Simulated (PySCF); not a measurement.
C2H3F3, SMILES `CC(F)(F)F`.

Method: ωB97X/def2-TZVP; geometry: GFN2-xTB; program: PySCF. No frequency check shows the geometry to be a minimum.

Input

```python
import numpy as np
from pyscf import gto, scf, dft
from pyscf.scf import atom_ks, atom_hf
from scipy.linalg import block_diag

def solve(mol, dm0=None, hcore=None):
    mf = (dft.UKS if mol.spin else dft.RKS)(mol, xc='wb97x')
    mf.grids.level = 3
    mf = mf.density_fit(auxbasis='def2-universal-jkfit')
    mf.conv_tol, mf.max_cycle = 1e-8, 80
    if hcore is not None:
        mf.get_hcore = lambda *args: hcore
    mf.kernel(dm0)
    if not mf.converged:
        mf = mf.newton().run(mf.mo_coeff, mf.mo_occ, max_cycle=30)
    assert mf.converged, 'SCF not converged'
    return mf

mol = gto.M(atom='''
C     -1.48722     0.00303     0.00110
C      0.02033     0.00000     0.00013
F      0.53198     0.59772    -1.08715
F      0.53369     0.64090     1.06164
F      0.52617    -1.24267     0.02462
H     -1.83841     1.03316    -0.01783
H     -1.84322    -0.49186     0.89871
H     -1.84347    -0.52310    -0.88027
''', basis='def2-tzvp', charge=0, spin=0, verbose=4)
mf = solve(mol)
mf.analyze()
# spherically averaged free atoms, for the promolecule
atm = atom_ks.get_atm_nrks(mol, xc='wb97x')
pro = block_diag(*[(atm[a[0]][2] * atm[a[0]][3]) @ atm[a[0]][2].T for a in mol._atom])
np.savez('result.npz', e=mf.e_tot, c=mf.mo_coeff, occ=mf.mo_occ, eps=mf.mo_energy, pro=pro, dip=mf.dip_moment(verbose=0), s2=mf.spin_square()[0])
```

Launched as:

```sh
OMP_NUM_THREADS=1 python input.py
```

The run took 9.2 s on 1 thread of Intel(R) Xeon(R) 6975P-C (Granite Rapids), on a shared host, peak memory 0.65 GiB.

Partitions, critical points and surface values were worked out afterwards from this run's density.

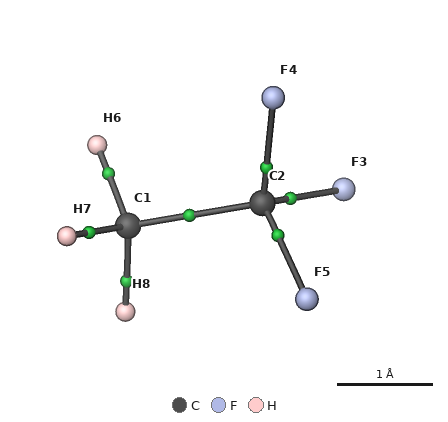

Molecular graph of the electron density (QTAIM): bond paths, bond critical points (green), ring points (magenta, if any); weak paths are dashed.

How many critical points of each kind are there, and does the count close?

8 nuclei, 7 bond, 0 ring and 0 cage critical points: 8 − 7 + 0 − 0 = 1, as the Poincaré–Hopf relation requires.

What does the calculation give at each kind of bond critical point?

```tsv
bond	length (Å)	ρ (a.u.)	∇²ρ (a.u.)	ε	H (a.u.)
C2–F5 (3 alike)	1.342	0.284	−0.46	0.12	−0.449
C1–H7	1.085	0.282	−0.98	0.01	−0.287
C1–H8 (2 alike)	1.087	0.281	−0.98	0.01	−0.285
C1–C2	1.508	0.270	−0.74	0.00	−0.252
```

What kind of interaction is C1–C2?

Shared-shell (covalent): ρ = 0.270, ∇²ρ = −0.74, H = −0.252 a.u.
